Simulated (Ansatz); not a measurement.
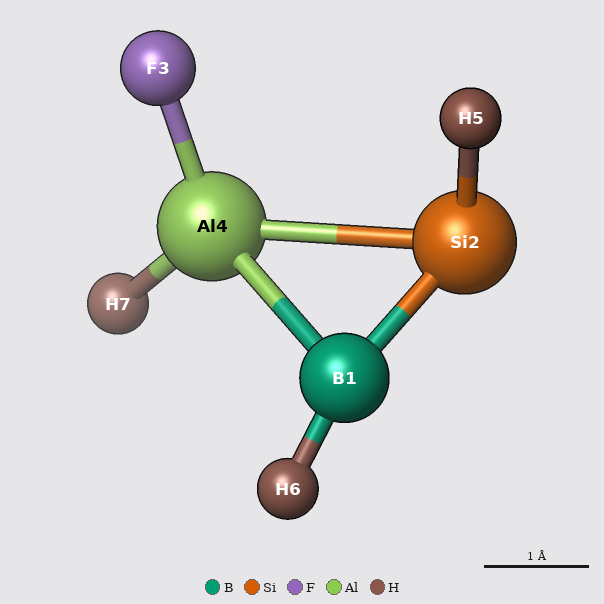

Orthographic view. Atoms fade into the background with distance from the viewer. The geometry was computed by an optimisation with PBE-D4/def2-SVP. No frequency run is at hand to confirm it as a minimum.

Give the distance matrix in Å.

```
atom    B1   Si2    F3   Al4    H5    H6    H7
  B1  0.00                                    
 Si2  1.83  0.00                              
  F3  3.59  3.43  0.00                        
 Al4  2.33  2.56  1.69  0.00                  
  H5  2.82  1.51  3.29  3.19  0.00            
  H6  1.21  2.97  4.32  2.89  4.03  0.00      
  H7  3.29  3.86  2.78  1.59  4.73  3.30  0.00
```
